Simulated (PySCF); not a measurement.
C4H7NSi

```xyz
13

Si    2.0787    0.4375    0.7196
N     1.2324    0.9486   -0.6810
C     0.0849    0.7694   -1.1683
C    -0.9696   -0.0192   -0.6240
C    -2.2069   -0.4522   -0.6642
C    -1.3831   -0.9545    0.4789
H     1.4294   -0.4763    1.6673
H     2.3796    1.7053    1.3831
H     3.2656   -0.2003    0.1534
H    -0.1553    1.2658   -2.1144
H    -3.1696   -0.4766   -1.1131
H    -1.5619   -0.5679    1.4759
H    -1.0287   -1.9792    0.4692
```

Geometry: GFN2-xTB.

Method: PBE0/pcSseg-1, SCF density, gas phase, non-relativistic in PySCF 2.14.0.

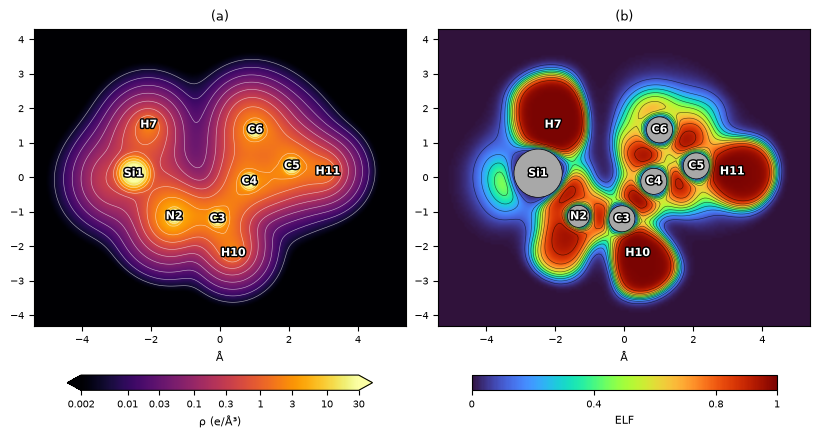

Figure 1. (a) electron density; (b) ELF on the plane of atoms N2, C3 and H10. Grey discs cover the atomic cores in the ELF map.

> Describe what can be read from this map.

- The section cuts through Si, N, C and H sites.
- C–N (1.26 Å): ρ at the midpoint is about 2.8 e/Å³; the ELF peaks at about 0.90 between the atoms: a short, multiple covalent bond.
- C–C (1.31 Å): the density is about 2.2 e/Å³ at the midpoint; the ELF peaks at about 0.85 between the atoms: a multiple bond.
- Si–N (1.71 Å): the density is about 1.1 e/Å³ at the midpoint; the ELF peaks at about 0.90 between the atoms: a shared but strongly polarised pair.
- C–H (1.06 Å): the density is about 2.1 e/Å³ at the midpoint; the ELF climbs to about 1 towards the hydrogen, as it does in any bond to H (a covalent bond by its length).
- C–C (1.42 Å): the density is about 1.9 e/Å³ at the midpoint; the ELF peaks at about 0.95 between the atoms (a covalent bond).
- The ELF also peaks beside N2, away from the bonds: lone-pair regions.

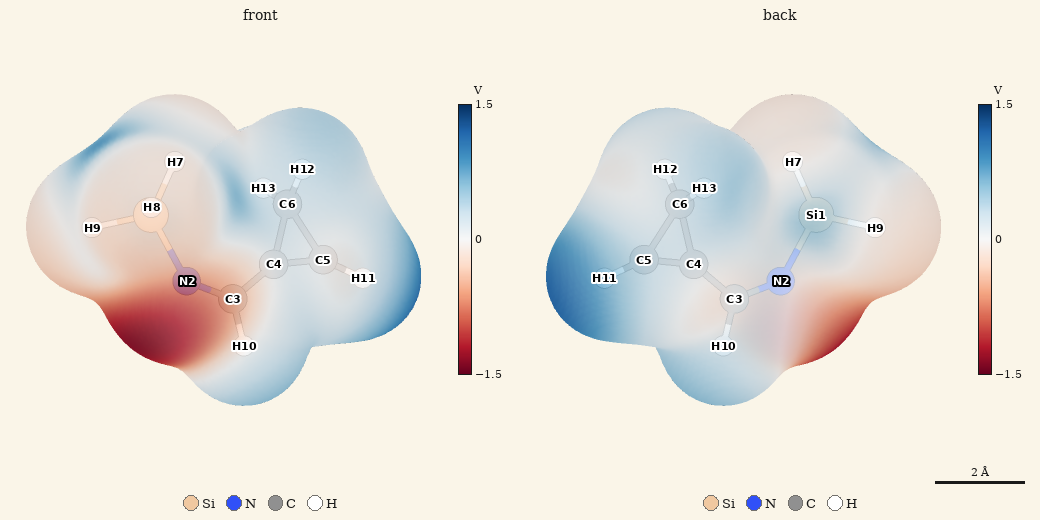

Figure 2. The molecular electrostatic potential painted on the density surface at 0.001 e/bohr³, seen from the front and from behind; the colour scale runs from red (negative) to blue (positive).

> Which sites attract a positive test charge, and which a negative one?

A positive charge is drawn to the negative regions and a negative charge to the positive ones. The most negative region (about −1.4 V) lies over N2, the most positive (about +1.2 V) over H11. N2 is the likeliest acceptor of a hydrogen bond.

> What dipole moment does the calculation give?

Its dipole moment is 2.27 D.
